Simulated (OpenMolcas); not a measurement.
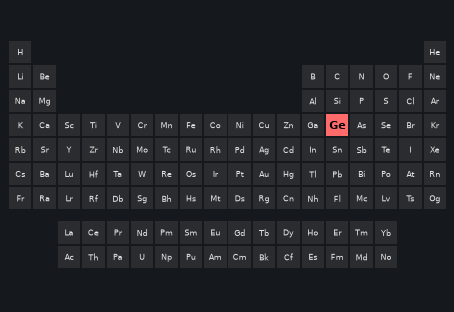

The place of germanium in the periodic table.

Run report: Ge³⁺, multiconfigurational calculation

System: Ge³⁺.
Method: state-averaged RASSCF, active space 1 electron in the shells 4s 4p 4d; RAS3 4d with at most 1 electron, basis ANO-R2, X2C scalar Hamiltonian, spin-orbit coupling by RASSI with atomic mean-field integrals (OpenMolcas).

## Input
```
&GATEWAY
Coord
1

Ge 0.0 0.0 0.0
Basis=ANO-R2
Group=XYZ
NoMove
AngMom=0.0 0.0 0.0
AMFI
&SEWARD
&RASSCF
FileOrb=start.orb
Symmetry=1
Spin=2
nActEl=1 0 0
Inactive=8 6
Ras2=1 3
CIRoot=1 1 1
SDav=1
CIMx=300
Iter=120 100
PrWF=0.3
OrbListing=Nothing
MaxOrb=0
Atom
>>> COPY $Project.JobIph JOBPRE
&RASSCF
FileOrb=start.orb
Symmetry=2
Spin=2
nActEl=1 0 1
Inactive=8 6
Ras2=1 3
Ras3=5 0
CIRoot=6 6 1
SDav=6
CIMx=300
Iter=70 100
PrWF=0.3
OrbListing=Nothing
MaxOrb=0
Thrs=2.0e-7 1.0e-1 5.0e-4
Atom
CIOnly
>>> COPY $Project.JobIph JOB001
```

The file start.orb holds starting orbitals from an earlier step.

Run as:
```bash
OMP_NUM_THREADS=1 MOLCAS_MEM=2252 MOLCAS_PROJECT=a pymolcas a.inp > a.log  # once for each step of the input, in one work folder
```

## Log (extracts)
```
--- SEWARD ---
Basis set label: GE.ANO-R...6S5P4D3F1G.

      Electronic valence basis set:
      ------------------
      Associated Effective Charge  32.000000 au
      Associated Actual Charge     32.000000 au
      Nuclear Model: Finite nucleus - Gaussian distribution
        Gaussian exponent, Xi/bohr**(-2):  2.52356E+08

      Shell  nPrim  nBasis  Cartesian Spherical Contaminant
         s      20       6        X
         p      15       5        X
         d       9       4                 X
         f       6       3                 X
         g       4       1                 X
                  Relativistic X2C integrals
                  Atomic mean-field integrals
--- RASSCF ---
Wave function specifications:
      -----------------------------

      Number of closed shell electrons          28
      Number of electrons in active shells       1
      Max number of holes in RAS1 space          0
      Max nr of electrons in RAS3 space          1
      Number of inactive orbitals               14
      Number of active orbitals                  9
      Number of secondary orbitals              48
      Spin quantum number                      0.5
      State symmetry                             2
Orbital specifications:
      -----------------------

      Symmetry species                           1   2
                                                ag  au
      Frozen orbitals                            0   0
      Inactive orbitals                          8   6
      Active orbitals                            6   3
      RAS1 orbitals                              0   0
      RAS2 orbitals                              1   3
      RAS3 orbitals                              5   0
      Secondary orbitals                        21  27
      Deleted orbitals                           0   0
      Number of basis functions                 35  36
      Number of CSFs                             3
      Number of root(s) required                 6
 ************ ERROR ***********
  You can't ask for more roots
  than there are configurations
 ******************************
--- Stop Module: rasscf at  /rc=_RC_INPUT_ERROR_ ---
.####################.
.# User input error #.
.####################.
```

## What the run reported

| quantity | value |
| --- | --- |
| outcome | refused by the program |
| hardware | 1 thread of Arm Neoverse V1, 24 GiB of memory available, shared host |

## What went wrong

The input is odd on purpose: wrong symmetry. The program refused the input: “You can't ask for more roots”. To bear in mind: RASSCF multiplicity 2: _RC_INPUT_ERROR_.
